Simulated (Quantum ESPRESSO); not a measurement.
# MoSi2N4, 1 layer, rectangular cell: a series in strain along the second axis, part 2 of 7

Aim: how the results for MoSi2N4, 1 layer, rectangular cell change with strain along the second axis.

Quantum ESPRESSO 7.5; plane-wave DFT, PBE, GBRV ultrasoft pseudopotentials.

So far. Step 2 (Variable-cell relaxation of the reference):  The last row is no step: it is a fresh SCF in the final cell with a new plane-wave basis, +2 meV from the row before.

### 3. Relaxation with pw.x, -4 %

The input, m0.relax.in:

```
&control
  prefix = 'm0.relax'
  outdir = './out'
  pseudo_dir = './pseudo'
  nstep = 40
  forc_conv_thr = 0.0003
  calculation = 'relax'
  tstress = .true.
/
&system
  ibrav = 0
  nat = 14
  ntyp = 3
  ecutwfc = 50
  ecutrho = 250
  occupations = 'smearing'
  smearing = 'fd'
  degauss = 0.002
/
&electrons
  conv_thr = 1e-09
  mixing_beta = 0.4
  electron_maxstep = 120
  mixing_mode = 'plain'
/
&ions
/
ATOMIC_SPECIES
  N   14.0070  n_pbe_v1.2.uspp.F.UPF
  Si  28.0850  si_pbe_v1.uspp.F.UPF
  Mo  95.9500  mo_pbe_v1.uspp.F.UPF
CELL_PARAMETERS angstrom
  2.90109390800000 0.00000000000000 0.00000000000000
  0.00000000000000 4.82384106624000 0.00000000000000
  0.00000000000000 0.00000000000000 21.86179061700000
ATOMIC_POSITIONS crystal
  N   0.000000000000 -0.000002212400 0.338239788300
  N   0.500000000000 0.499997962500 0.338239262400
  Si  0.999999999900 0.333331360600 0.362097995900
  Si  0.500000000000 0.833330834200 0.362098062100
  N   0.999999999900 0.333336472600 0.442564743100
  N   0.500000000000 0.833335723000 0.442564790800
  Mo  0.000000000000 0.000003470700 0.500000000000
  Mo  0.500000000000 0.500002915500 0.500000000000
  N   0.999999999900 0.333336472600 0.557435256900
  N   0.500000000000 0.833335723000 0.557435209200
  Si  0.999999999900 0.333331360600 0.637902004100
  Si  0.500000000000 0.833330834200 0.637901937900
  N   0.000000000000 -0.000002212400 0.661760211700
  N   0.500000000000 0.499997962500 0.661760737600
K_POINTS automatic
  12 8 1 0 0 0
```

On the command line:

```
$ OMP_NUM_THREADS=1 mpirun -n 4 pw.x -nk 4 -in m0.relax.in > m0.relax.out
```

Output:

```text
[banner, memory and clock lines left out]
Program PWSCF v.7.5 starts
[citation notice left out]

[...]
Message from routine setup:
[...]
bravais-lattice index     =            0
     lattice parameter (alat)  =       5.4823  a.u.
     unit-cell volume          =    2064.6056 (a.u.)^3
     number of atoms/cell      =           14
     number of atomic types    =            3
     number of electrons       =        84.00
     number of Kohn-Sham states=           50
     kinetic-energy cutoff     =      50.0000  Ry
     charge density cutoff     =     250.0000  Ry
     scf convergence threshold =      1.0E-09
     mixing beta               =       0.4000
     number of iterations used =            8  plain     mixing
     energy convergence thresh.=      1.0E-04
     force convergence thresh. =      3.0E-04
     Exchange-correlation= SLA  PW   PBE  PBE
                           (   1   4   3   4   0   0   0)
     nstep                     =           40

[...]
PseudoPot. # 1 for N  read from file:
     ./pseudo/n_pbe_v1.2.uspp.F.UPF
     Pseudo is Ultrasoft + core correction, Zval =  5.0
     Generated by new atomic code, or converted to UPF format
     Using radial grid of  729 points,  4 beta functions with:
                l(1) =   0
                l(2) =   0
                l(3) =   1
                l(4) =   1
     Q(r) pseudized with  8 coefficients,  rinner =    0.900   0.900   0.900

     PseudoPot. # 2 for Si read from file:
     ./pseudo/si_pbe_v1.uspp.F.UPF
     Pseudo is Ultrasoft + core correction, Zval =  4.0
     Generated by new atomic code, or converted to UPF format
     Using radial grid of  899 points,  6 beta functions with:
                l(1) =   0
                l(2) =   0
                l(3) =   1
                l(4) =   1
                l(5) =   2
                l(6) =   2
     Q(r) pseudized with  8 coefficients,  rinner =    0.900   0.900   0.900
                                                       0.900   0.900

     PseudoPot. # 3 for Mo read from file:
     ./pseudo/mo_pbe_v1.uspp.F.UPF
     Pseudo is Ultrasoft + core correction, Zval = 14.0
     Generated by new atomic code, or converted to UPF format
     Using radial grid of  889 points,  6 beta functions with:
                l(1) =   0
                l(2) =   0
                l(3) =   1
                l(4) =   1
                l(5) =   2
                l(6) =   2
     Q(r) pseudized with  6 coefficients,  rinner =    1.000   1.000   1.000
                                                       1.000   1.000

     atomic species   valence    mass     pseudopotential
     N                 5.00    14.00700     N ( 1.00)
     Si                4.00    28.08500     Si( 1.00)
     Mo               14.00    95.95000     Mo( 1.00)

      4 Sym. Ops. (no inversion) found

[...]
number of k points=    35  Fermi-Dirac smearing, width (Ry)=  0.0020
[...]
Dense  grid:   137789 G-vectors     FFT dimensions: (  27,  45, 216)

     Smooth grid:    98577 G-vectors     FFT dimensions: (  25,  45, 192)

     Initial potential from superposition of free atoms

     starting charge      83.9951, renormalised to      84.0000

     negative rho (up, down):  3.068E-03 0.000E+00
     Starting wfcs are   74 randomized atomic wfcs

     per-process dynamical memory:   214.4 Mb

     Self-consistent Calculation

     iteration #  1     ecut=    50.00 Ry     beta= 0.40
     Davidson diagonalization with overlap
     ethr =  1.00E-02,  avg # of iterations =  2.5

     negative rho (up, down):  2.939E-03 0.000E+00

     total energy              =    -478.15434655 Ry
     estimated scf accuracy    <       3.96939438 Ry

     iteration #  2     ecut=    50.00 Ry     beta= 0.40
[...]
negative rho (up, down):  3.137E-03 0.000E+00

[...]
total energy              =    -478.79301564 Ry
     estimated scf accuracy    <       1.04932786 Ry

     iteration #  3     ecut=    50.00 Ry     beta= 0.40
[...]
negative rho (up, down):  3.188E-03 0.000E+00

[...]
total energy              =    -479.04139599 Ry
     estimated scf accuracy    <       0.45204013 Ry

     iteration #  4     ecut=    50.00 Ry     beta= 0.40
[...]
negative rho (up, down):  3.384E-03 0.000E+00

[...]
total energy              =    -479.09099009 Ry
     estimated scf accuracy    <       0.02699419 Ry

     iteration #  5     ecut=    50.00 Ry     beta= 0.40
[...]
negative rho (up, down):  3.524E-03 0.000E+00

[...]
total energy              =    -479.09617527 Ry
     estimated scf accuracy    <       0.01238438 Ry

     iteration #  6     ecut=    50.00 Ry     beta= 0.40
[...]
negative rho (up, down):  3.558E-03 0.000E+00

[...]
total energy              =    -479.09663415 Ry
     estimated scf accuracy    <       0.00141310 Ry

[...]
iteration # 13     ecut=    50.00 Ry     beta= 0.40
[...]
negative rho (up, down):  3.580E-03 0.000E+00

[...]
total energy              =    -479.09703070 Ry
     estimated scf accuracy    <          5.2E-09 Ry

     iteration # 14     ecut=    50.00 Ry     beta= 0.40
[...]
negative rho (up, down):  3.580E-03 0.000E+00

[...]
total energy              =    -479.09703070 Ry
     estimated scf accuracy    <          1.5E-09 Ry

     iteration # 15     ecut=    50.00 Ry     beta= 0.40
[...]
negative rho (up, down):  3.580E-03 0.000E+00

[...]
total energy              =    -479.09703070 Ry
     estimated scf accuracy    <          1.5E-09 Ry

     iteration # 16     ecut=    50.00 Ry     beta= 0.40
[...]
negative rho (up, down):  3.580E-03 0.000E+00

[...]
End of self-consistent calculation

          k = 0.0000 0.0000 0.0000 ( 12277 PWs)   bands (ev):

   -58.4163 -58.2420 -33.1737 -32.5569 -32.3730 -32.2901 -32.0803 -31.9971
   -16.4216 -16.3467 -13.5694 -13.5623 -13.3738 -12.0540 -11.9851 -11.9125
    -7.4520  -7.2469  -5.9503  -4.1938  -3.5380  -3.4403  -3.2435  -2.9617
    -2.8840  -1.4827  -1.4714  -1.4583  -1.2534  -1.1972  -1.1301  -1.0706
[...]
atom    3 type  2   force =     0.00000000   -0.00368228   -0.00303703
     atom    4 type  2   force =     0.00000000   -0.00368303   -0.00303767
     atom    5 type  1   force =     0.00000000    0.00229430   -0.00205514
     atom    6 type  1   force =     0.00000000    0.00229690   -0.00205449
     atom    7 type  3   force =     0.00000000    0.00249123    0.00000000
     atom    8 type  3   force =     0.00000000    0.00249387    0.00000000
     atom    9 type  1   force =     0.00000000    0.00229430    0.00205514
     atom   10 type  1   force =     0.00000000    0.00229690    0.00205449
     atom   11 type  2   force =     0.00000000   -0.00368228    0.00303703
     atom   12 type  2   force =     0.00000000   -0.00368303    0.00303767
     atom   13 type  1   force =     0.00000000    0.00014100    0.00556165
     atom   14 type  1   force =     0.00000000    0.00014057    0.00555618

     Total force =     0.016286     Total SCF correction =     0.000037

     Computing stress (Cartesian axis) and pressure

     negative rho (up, down):  3.583E-03 0.000E+00
          total   stress  (Ry/bohr**3)                   (kbar)     P=       54.62
   0.00024228   0.00000000   0.00000000           35.64        0.00        0.00
   0.00000000   0.00076267   0.00000000            0.00      112.19        0.00
   0.00000000   0.00000000   0.00010895            0.00        0.00       16.03

     Energy error            =      5.9E-04 Ry
     Gradient error          =      5.6E-03 Ry/Bohr

     number of scf cycles    =   3
     number of bfgs steps    =   2

     energy             old  =    -479.1008958820 Ry
     energy             new  =    -479.1014850450 Ry

     CASE: energy            _new < energy            _old

     new trust radius        =       0.0097874996 bohr
     new conv_thr            =            5.9E-11 Ry

ATOMIC_POSITIONS (crystal)
N                0.0000000000       -0.0030380813        0.3374862032
N                0.5000000000        0.4969614905        0.3374860235
Si               0.9999999999        0.3349348644        0.3621441373
Si               0.5000000000        0.8349351888        0.3621441907
N                0.9999999999        0.3350885668        0.4422374424
N                0.5000000000        0.8350889245        0.4422374685
Mo               0.0000000000       -0.0006374759        0.5000000000
Mo               0.5000000000        0.4993622359        0.5000000000
N                0.9999999999        0.3350885668        0.5577625576
N                0.5000000000        0.8350889245        0.5577625315
Si               0.9999999999        0.3349348644        0.6378558627
Si               0.5000000000        0.8349351888        0.6378558093
N                0.0000000000       -0.0030380813        0.6625137968
N                0.5000000000        0.4969614905        0.6625139765

[...]
NEW-OLD atomic charge density approx. for the potential

     negative rho (up, down):  3.567E-03 0.000E+00

     per-process dynamical memory:   229.4 Mb

     Self-consistent Calculation

     iteration #  1     ecut=    50.00 Ry     beta= 0.40
     Davidson diagonalization with overlap
     ethr =  1.00E-06,  avg # of iterations =  3.8

     negative rho (up, down):  3.571E-03 0.000E+00

     total energy              =    -479.10182876 Ry
     estimated scf accuracy    <       0.00009662 Ry

[...]
iteration # 10     ecut=    50.00 Ry     beta= 0.40
[...]
negative rho (up, down):  3.579E-03 0.000E+00

[...]
End of self-consistent calculation

          k = 0.0000 0.0000 0.0000 ( 12277 PWs)   bands (ev):

   -58.5910 -58.4175 -33.3348 -32.7264 -32.5446 -32.4627 -32.2534 -32.1667
   -16.4225 -16.3397 -13.5653 -13.5576 -13.5008 -12.1662 -12.1504 -12.0504
    -7.4203  -7.1915  -6.0698  -4.3278  -3.7128  -3.5161  -3.3759  -2.9876
    -2.8969  -1.6243  -1.5448  -1.5089  -1.3206  -1.2813  -1.1657  -1.0504
    -0.8522  -0.7193   0.1606   0.1994   0.2358   0.2409   0.4998   0.7326
     1.7984   2.4692   4.9204   5.2135   5.3943   5.8476   5.9328   6.1117
     6.2738   6.7363

          k = 0.0000 0.0752 0.0000 ( 12285 PWs)   bands (ev):

   -58.5845 -58.4242 -33.2931 -32.7166 -32.5338 -32.4730 -32.2648 -32.2143
   -16.3511 -16.2709 -13.7679 -13.7607 -13.4364 -12.1389 -12.1139 -12.0612
    -7.1908  -6.9518  -5.9933  -4.4258  -3.6974  -3.5258  -3.1700  -2.9358
    -2.8478  -1.5707  -1.5409  -1.5248  -1.3651  -1.2726  -1.1866  -1.1847
    -1.1732  -0.9463   0.0673   0.0970   0.1356   0.1592   0.6151   0.6735
     1.7668   2.4427   5.0000   5.3271   5.3767   5.6967   6.0017   6.0568
     6.1439   6.7118

[...]
the Fermi energy is     4.0738 ev

!    total energy              =    -479.10270526 Ry
     estimated scf accuracy    <          2.2E-12 Ry
     smearing contrib. (-TS)   =      -0.00000000 Ry
     internal energy E=F+TS    =    -479.10270526 Ry

     The total energy is F=E-TS. E is the sum of the following terms:
     one-electron contribution =   -4996.92361457 Ry
     hartree contribution      =    2519.17668528 Ry
     xc contribution           =    -100.58572959 Ry
     ewald contribution        =    2099.22995361 Ry

     convergence has been achieved in  10 iterations

     negative rho (up, down):  3.577E-03 0.000E+00

     Forces acting on atoms (cartesian axes, Ry/au):

     atom    1 type  1   force =     0.00000000    0.00017496    0.00028246
     atom    2 type  1   force =     0.00000000    0.00017418    0.00028109
     atom    3 type  2   force =     0.00000000   -0.00085138   -0.00001367
     atom    4 type  2   force =     0.00000000   -0.00085115   -0.00001336
     atom    5 type  1   force =     0.00000000    0.00055911    0.00107480
     atom    6 type  1   force =     0.00000000    0.00056013    0.00107530
     atom    7 type  3   force =     0.00000000    0.00023584    0.00000000
     atom    8 type  3   force =     0.00000000    0.00023247    0.00000000
     atom    9 type  1   force =     0.00000000    0.00055911   -0.00107480
     atom   10 type  1   force =     0.00000000    0.00056013   -0.00107530
     atom   11 type  2   force =     0.00000000   -0.00085138    0.00001367
     atom   12 type  2   force =     0.00000000   -0.00085115    0.00001336
     atom   13 type  1   force =     0.00000000    0.00017496   -0.00028246
     atom   14 type  1   force =     0.00000000    0.00017418   -0.00028109

     Total force =     0.003054     Total SCF correction =     0.000005

     Computing stress (Cartesian axis) and pressure

     negative rho (up, down):  3.577E-03 0.000E+00
          total   stress  (Ry/bohr**3)                   (kbar)     P=       45.84
   0.00022019   0.00000000   0.00000000           32.39        0.00        0.00
   0.00000000   0.00072943   0.00000000            0.00      107.30        0.00
   0.00000000   0.00000000  -0.00001469            0.00        0.00       -2.16

     Energy error            =      1.4E-05 Ry
     Gradient error          =      1.1E-03 Ry/Bohr

     number of scf cycles    =  10
     number of bfgs steps    =   9

     energy             old  =    -479.1026915884 Ry
     energy             new  =    -479.1027052560 Ry

     CASE: energy            _new < energy            _old

     new trust radius        =       0.0039763748 bohr
     new conv_thr            =            1.0E-11 Ry

ATOMIC_POSITIONS (crystal)
N                0.0000000000       -0.0057702236        0.3365871866
N                0.5000000000        0.4942274440        0.3365869806
Si               0.9999999999        0.3327204131        0.3615265645
Si               0.5000000000        0.8327183346        0.3615257011
N                0.9999999999        0.3382493288        0.4417875362
N                0.5000000000        0.8382487920        0.4417868993
Mo               0.0000000000        0.0029356041        0.5000000000
Mo               0.5000000000        0.5029428857        0.5000000000
N                0.99
```

Run time: 34 min. Hardware: 4 MPI ranks of Arm Neoverse V1, shared host; peak memory 1.4 GiB.

The steps of the relaxation:

| step | energy less that of the first step (eV) | largest force (eV/Å) |
| --- | --- | --- |
| 1 | 0.0000 | 0.8617 |
| 2 | -0.0526 | 0.3725 |
| 3 | -0.0606 | 0.1430 |
| 4 | -0.0656 | 0.1386 |
| 5 | -0.0697 | 0.1323 |
| 6 | -0.0743 | 0.1027 |
| 7 | -0.0767 | 0.0394 |
| 8 | -0.0769 | 0.0270 |
| 9 | -0.0770 | 0.0208 |
| 10 | -0.0772 | 0.0312 |
| 11 | -0.0774 | 0.0354 |
| 12 | -0.0775 | 0.0238 |
| 13 | -0.0775 | 0.0074 |

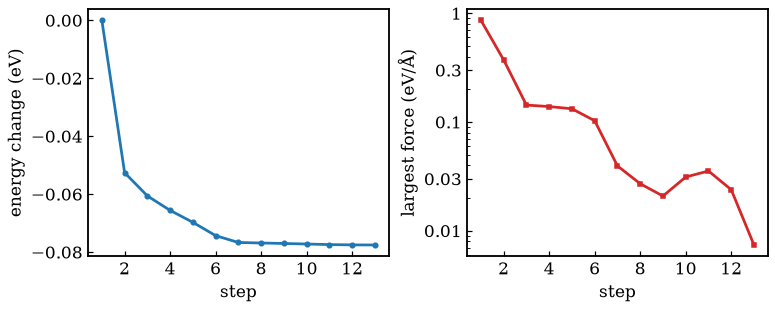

Energy and largest force along the relaxation.

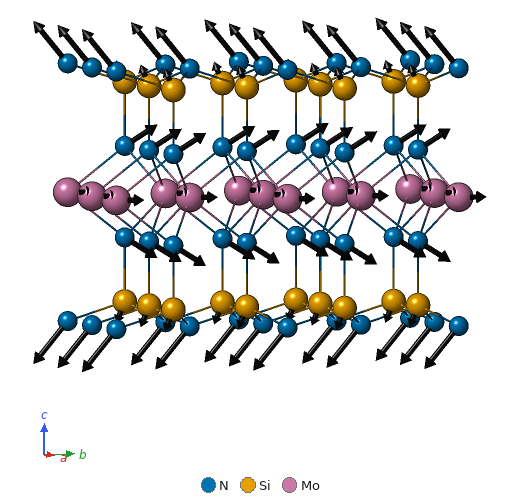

Displacements in the relaxation, exaggerated; the longest in the cell stands for 0.05 Å. 2×2×1 cells are drawn. Some periodic images of atoms are drawn too.

The atoms that moved most (Å):

| atom | dx | dy | dz | length |
| --- | --- | --- | --- | --- |
| N2 | 0.000 | -0.029 | -0.035 | 0.046 |
| N14 | 0.000 | -0.029 | 0.035 | 0.046 |
| N13 | 0.000 | -0.029 | 0.035 | 0.046 |
| N1 | 0.000 | -0.029 | -0.035 | 0.046 |
| N10 | 0.000 | 0.026 | 0.016 | 0.030 |
| N6 | 0.000 | 0.026 | -0.016 | 0.030 |
| N5 | 0.000 | 0.026 | -0.016 | 0.030 |
| N9 | 0.000 | 0.026 | 0.016 | 0.030 |

The relaxation lowers the energy by 6 meV an atom.

Numbers from this step:

```
free energy  : -6518.5247 eV
Fermi energy : 4.079 eV
```

(Part 2 of 7 ends here.)

[Logs are printed without paths, hosts, clocks, repeated set-up lines and the standing remarks that a program may print on its own settings, such as how far it seeks lower states.]

[Hosts, paths, dates, database ids (printed as entryN), source tags and the programs' standing remarks are cut or masked in the printed files.]

[Maps of the electrostatic potential energy from Ansatz leave out the sawtooth potential of an applied field or a dipole correction, so their vacuum need not be flat; planar profiles and work functions include it.]
